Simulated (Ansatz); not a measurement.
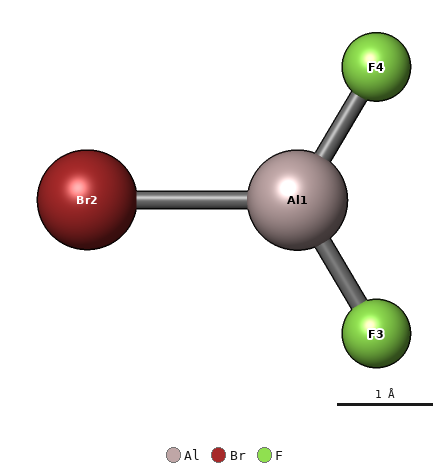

*The structure as given in the input (ball-and-stick view, seen on its broad side; atoms are numbered from 1 in the order of the input). Sticks mark near contacts.*

Bond lengths as drawn: Al–Br 2.22 Å and Al–F 1.63 Å.

## AlBrF₂: single-point calculation

- system: AlBrF₂
- method: RKS PBE-D4/def2-TZVPP (Ansatz 0.2.0)

The geometry comes from this level: PBE0-D4/def2-TZVP.

Input:
```yaml
crystal:
  periodic: [false, false, false]
  atoms:
    - {symbol: Al, position_ang: [-0.053028, -0.704616, 0.235948]}
    - {symbol: Br, position_ang: [2.159918, -0.788032, 0.151012]}
    - {symbol: F, position_ang: [-0.950941, -1.115066, -1.062925]}
    - {symbol: F, position_ang: [-0.815537, -0.233834, 1.599303]}
basis:
  gaussian: {orbitals: def2-TZVPP}
hamiltonian: {xc: pbe, dispersion: d4}
```

Machine: 4 threads of Arm Neoverse V1, 23 GiB of memory available, shared host.

Run as:
```bash
ansatz run in.yaml --threads 4 --pin off --events-out ev --progress --plain --max-ram 9574MiB
```

Log:
```
Functional definition: PBE
  name "PBE"
  cite "Perdew, Burke & Ernzerhof, Phys. Rev. Lett. 77, 3865 (1996) doi:10.1103/PhysRevLett.77.3865"
  parent pbe
  parameter kappa = 0.804
  parameter beta = 0.06672455060314922
  exchange = pbe_x(kappa = kappa, mu = beta*pi^2/3)
  correlation = pbe_c(beta = beta)
957 factors; their error is unknown
mean field evaluation 1: about -82061.4718 eV, gradient 5.9e1 eV
mean field evaluation 2: about -82034.9839 eV, gradient 1.5e2 eV
mean field evaluation 4: about -82066.2586 eV, gradient 4.9e0 eV
mean field evaluation 8: about -82066.3074 eV, gradient 1.5e-1 eV
mean field evaluation 16: about -82066.2806 eV, gradient 7.1e-5 eV
mean field -82066.28060104 eV, -3015.8801855654 hartree, gradient 7.1e-5 eV, S^2 0.000000; 0 other end points of the search recorded, 0 dependent functions left out
reference -82066.28063787 eV, -3015.8801869187 hartree; 33, 33 occupied and 119, 119 virtual orbitals, 957 factors
Total energy: -82066.36518525 eV, -3015.8832939779 hartree
```

Key numbers:

- outcome: converged
- total energy: −82066.3652 eV
- mean-field energy: −82066.2806 eV
- dispersion energy: −0.0845 eV
- SCF solution under orbital rotations: stable
- wall time: 0.85 s (CPU time 2.9 s)
- peak memory: 0.4 GiB
